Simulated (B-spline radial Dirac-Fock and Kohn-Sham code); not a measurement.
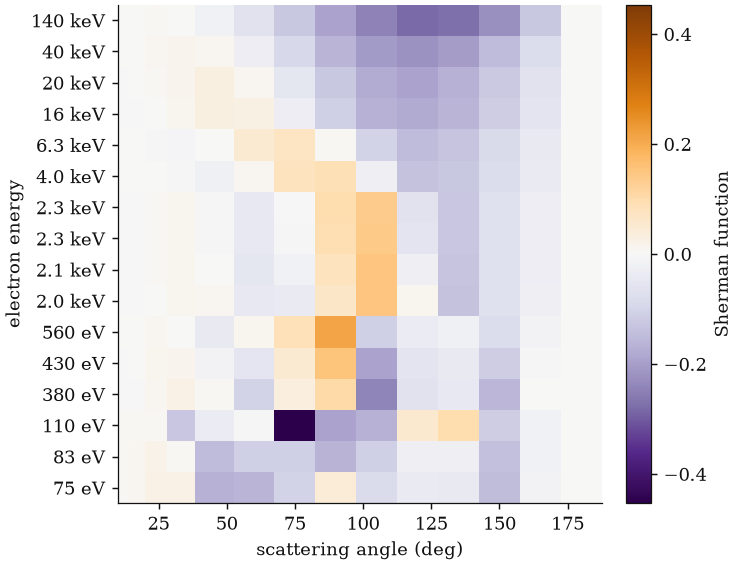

A map of the Sherman function for elastic electron scattering over angle and energy (one row an energy, not to scale). System: neutral Pm. Computed with a radial B-spline solver: Dirac partial waves in the static Dirac–Fock field with Furness–McCarthy exchange, no polarisation or absorption.

Q: Where on the map is the spin polarisation largest?

A: The largest polarisation on this grid is S = −0.45 at 113 eV and 75°. At the highest energy, 140 keV, the extreme is −0.28 near 120°. The model is rough under about 200 eV.
